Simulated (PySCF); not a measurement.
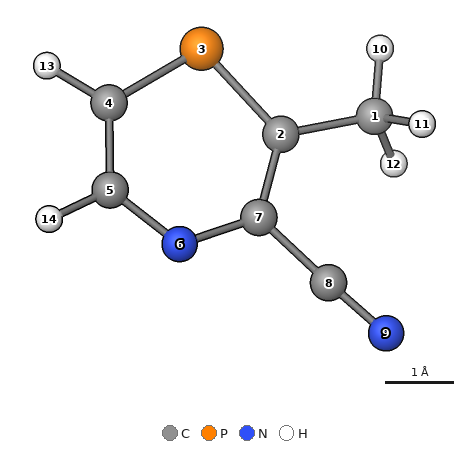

**Figure 1.** The input geometry (ball-and-stick view, seen at a tilt; atoms are numbered from 1 in the order of the input).

**Run report: C₆H₅N₂P, NMR shielding calculation**

C₆H₅N₂P, SMILES Cc1pccnc1C#N, computed with GIAO PBE0/pcSseg-1 NMR shielding, non-relativistic, gas phase (PySCF 2.14.0).

The geometry comes from this level: GFN2-xTB. It belongs to a series of runs on one base structure; here: H replaced by CN. Figures and captions count atoms from 1; the log counts them from 0 in places.

**Input file**
```
{"job": {"kind": "nmr", "xc": "PBE0", "basis": "pcSseg-1"}, "charge": 0, "multiplicity": 1}
C     -1.852210    -0.980135     0.193070
C     -0.431788    -0.504718     0.140197
P      0.827579    -1.615119     0.627402
C      2.210725    -0.599424     0.382202
C      2.144644     0.703404    -0.077731
N      1.052972     1.365089    -0.394153
C     -0.143048     0.792646    -0.288876
C     -1.242874     1.620338    -0.663921
N     -2.151347     2.254177    -0.955721
H     -1.898612    -2.008380     0.549202
H     -2.444463    -0.350880     0.857963
H     -2.312444    -0.928456    -0.794056
H      3.181276    -1.022568     0.606905
H      3.058912     1.273553    -0.204648
```

The first line tells a small driver script what to run in PySCF; the rest is the geometry in Å.

Launch command:
```bash
OMP_NUM_THREADS=1 python <driver script> task.json out
```

**What the program printed**
```
coarse grid: 13368 points
cycle   1  E = -681.7710921488  dE =  1.587e+00  |g| = 4.884e-01  |ddm| = 3.991e+00
cycle   2  E = -681.6279767479  dE =  1.431e-01  |g| = 9.503e-01  |ddm| = 1.372e+00
cycle   3  E = -681.8245023157  dE = -1.965e-01  |g| = 1.542e-01  |ddm| = 8.888e-01
cycle   4  E = -681.8290736692  dE = -4.571e-03  |g| = 6.689e-02  |ddm| = 1.927e-01
cycle   5  E = -681.8300829936  dE = -1.009e-03  |g| = 2.144e-02  |ddm| = 8.478e-02
cycle   6  E = -681.8301888992  dE = -1.059e-04  |g| = 5.969e-03  |ddm| = 2.645e-02
cycle   7  E = -681.8301972933  dE = -8.394e-06  |g| = 2.174e-03  |ddm| = 8.327e-03
final grid: 128024 points
cycle   8  E = -681.8817626553  dE = -2.853e-05  |g| = 8.653e-03  |ddm| = 3.679e-02
cycle   9  E = -681.8817387217  dE =  2.393e-05  |g| = 1.278e-02  |ddm| = 2.215e-02
cycle  10  E = -681.8817824823  dE = -4.376e-05  |g| = 1.107e-03  |ddm| = 1.481e-02
cycle  11  E = -681.8817827136  dE = -2.313e-07  |g| = 5.827e-04  |ddm| = 1.536e-03
cycle  12  E = -681.8817827868  dE = -7.321e-08  |g| = 1.920e-04  |ddm| = 5.875e-04
cycle  13  E = -681.8817827945  dE = -7.770e-09  |g| = 5.453e-05  |ddm| = 1.639e-04
cycle  14  E = -681.8817827951  dE = -5.602e-10  |g| = 2.460e-05  |ddm| = 7.554e-05
```

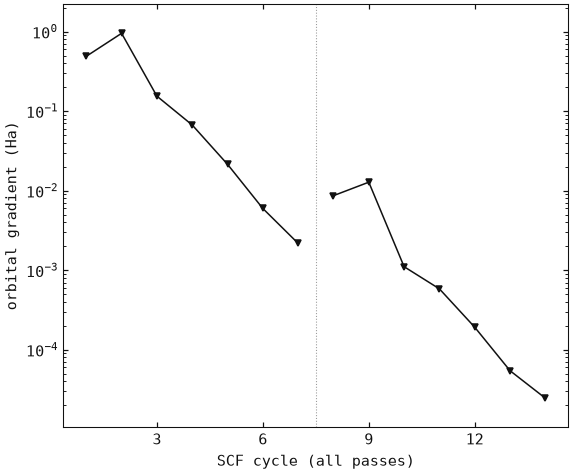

**Figure 2.** Convergence of the self-consistent field: orbital gradient against the SCF cycle. The dotted line marks the change from a coarse to the final integration grid. The first 7 cycles use a coarse grid, the final grid takes over at cycle 8, and the field converges after 14 cycles in all.

```
converged SCF energy = -681.8817827951

GIAO shielding tensors (ppm)
atom      isotropic    diamagn.    paramagn.     s11        s22        s33       span
  0 C      159.868     245.156     -85.288    147.490    151.630    180.484     32.994
  1 C        7.462     267.293    -259.832   -162.910     -3.538    188.834    351.744
  2 P       50.192     968.216    -918.024   -266.180    -91.179    507.934    774.115
  3 C       26.303     266.370    -240.068   -145.006     42.932    180.983    325.989
  4 C       32.609     249.552    -216.943    -76.061     20.206    153.683    229.744
  5 N      -98.188     328.651    -426.838   -441.346   -156.988    303.771    745.118
  6 C       45.315     252.152    -206.836    -65.428     67.771    133.602    199.030
  7 C       65.492     261.415    -195.922    -51.310    -40.937    288.724    340.035
  8 N      -54.296     341.047    -395.343   -200.735   -193.212    231.059    431.794
  9 H       28.741      28.594       0.147     23.903     28.574     33.746      9.843
 10 H       28.494      28.768      -0.274     23.904     27.630     33.947     10.043
 11 H       28.495      28.758      -0.263     23.909     27.619     33.956     10.046
 12 H       22.723      30.125      -7.402     18.927     21.628     27.614      8.687
 13 H       22.410      28.504      -6.094     17.572     23.187     26.470      8.897
```

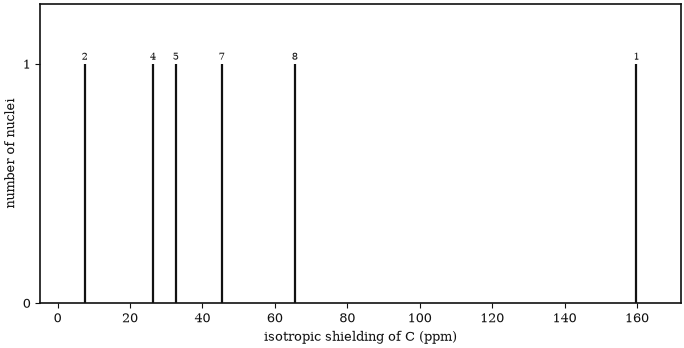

**Figure 3.** Isotropic shieldings of the carbon nuclei in this fixed geometry, labelled by atom number; shielding grows to the right, so chemical shift grows to the left. The least shielded is C2 (7.5 ppm), the most shielded C1 (159.9 ppm).

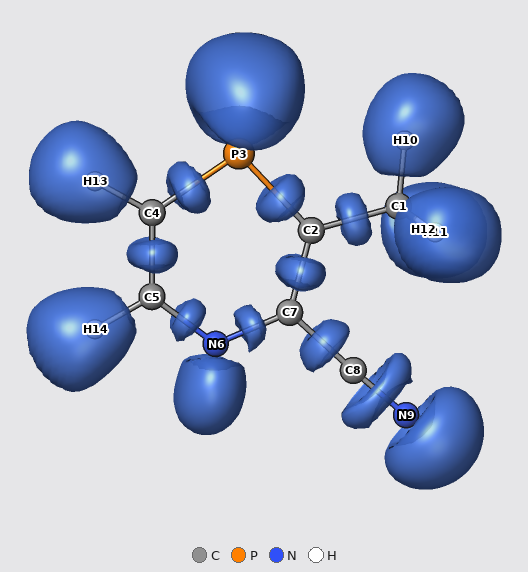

**Figure 4.** Isosurface of the ELF at 0.8 (blue), seen at a tilt. Core shells and regions of very low density are left out. Along the contacts the grid gives the following. C–N (1.15 Å): the ELF peaks at about 0.85 between the atoms (a multiple bond by its length, whose ELF region spreads away from the axis).

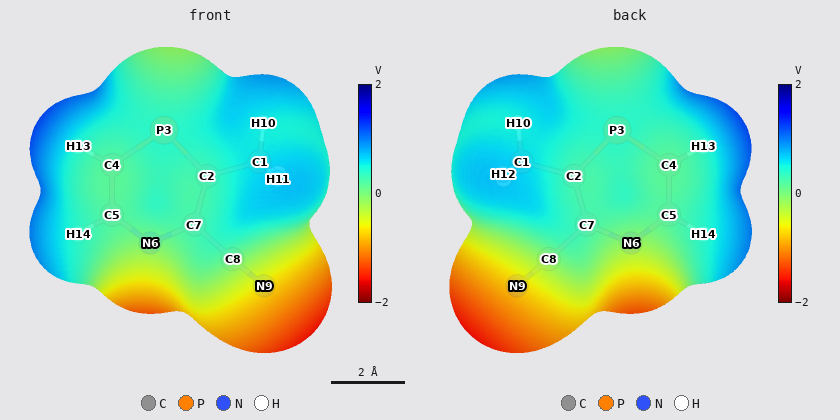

**Figure 5.** The electrostatic potential painted on the density surface at 0.001 e/bohr³, seen face on and from behind; red is negative and blue positive. A positive charge is drawn to the negative regions and a negative charge to the positive ones. Its dipole moment is 4.42 D.

**Key numbers**

```json
{"quantity": "outcome", "value": "converged"}
{"quantity": "total energy", "value": "−681.881783 hartree"}
{"quantity": "HOMO", "value": "−8.13 eV"}
{"quantity": "LUMO", "value": "−2.71 eV"}
{"quantity": "dipole moment", "value": "4.42 D"}
{"quantity": "isotropic shielding, C", "value": "7.5 to 159.9 ppm"}
{"quantity": "isotropic shielding, P", "value": "50.2 ppm"}
{"quantity": "isotropic shielding, N", "value": "−98.2 to −54.3 ppm"}
{"quantity": "isotropic shielding, H", "value": "22.4 to 28.7 ppm"}
{"quantity": "hardware", "value": "1 CPU thread, shared host"}
{"quantity": "wall time", "value": "58 s"}
{"quantity": "peak memory", "value": "0.89 GiB"}
```
